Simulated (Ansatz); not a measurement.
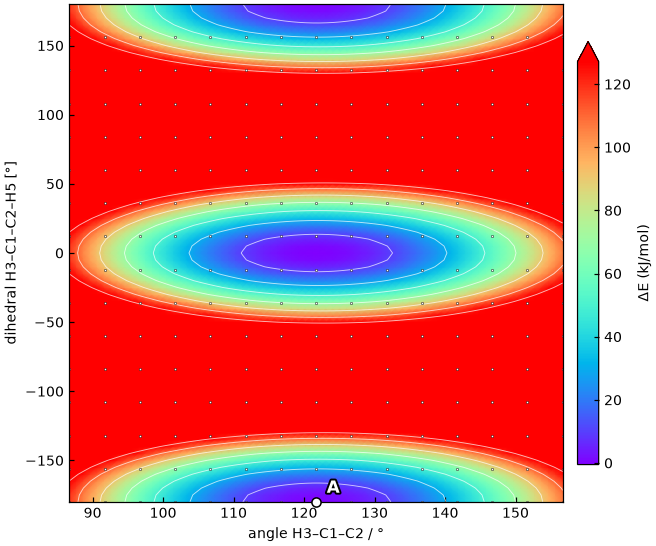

C2H4, SMILES C=C. Coordinates scanned: (1) angle H3–C1–C2; (2) dihedral H3–C1–C2–H5. Nothing is relaxed (all other coordinates rigid). The grid has 15 × 15 points; 120 points were computed and 105 follow by symmetry. All energies are given in kJ/mol relative to the relaxed molecule at the same level. The dihedral twists a double bond; near 90° a spin-restricted reference is unreliable. These are results of RKS B3LYP-D4/def2-TZVP (Ansatz), not measurements.

Drawn: a smooth colour map with a few white contour lines, dots at the grid points, one colour for all values above the top of the scale, the well A. Between grid points the surface is interpolated.

Question: Estimate the position of the minimum and the force constants in these coordinates. Take the well at A.

Answer: The interpolated minimum is at angle H3–C1–C2 ≈ 121.7°, dihedral H3–C1–C2–H5 ≈ −180°. The curvatures there are about 6.2 eV/rad² and 3.6 eV/rad², with a cross term of about 0 eV/rad². Round the minimum the two coordinates are nearly uncoupled. (1 eV is 96.5 kJ/mol.)
